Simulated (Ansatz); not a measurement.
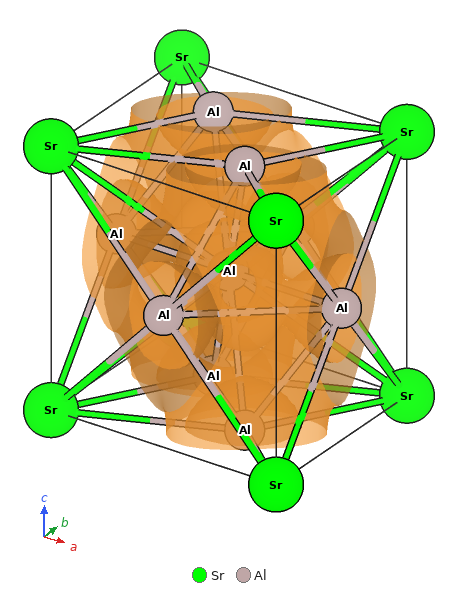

Figure. SrAl$_{5}$. Isosurface of the ELF at 0.55 (orange), seen slightly off an axis. Core shells and regions of very low density are left out. Sticks mark near contacts.

Space group P6/mmm; a structure generated by program, which may or may not match a known phase; computed without spin polarisation.

All numbers below come from Ansatz, DFT PBE, scalar-relativistic, plane waves, PAW.

In a PAW calculation such maps are meaningful between the atoms, not at the nuclei.

**Identify the bonds, lone pairs and shells in this picture.**

The ELF exceeds this value in one network that runs through the whole crystal, counted in one cell of 6 atoms. Regions shared between cells count once. Along the contacts the grid gives the following. Al–Al (2.75 Å): the ELF peaks at about 0.70 between the atoms. Sr–Al (3.33 Å): the ELF peaks at about 0.55 in the valence shell of Al, 1.1 Å from its nucleus, and drops to about 0.10 between the two atoms; no shared electron pair shows on this line.
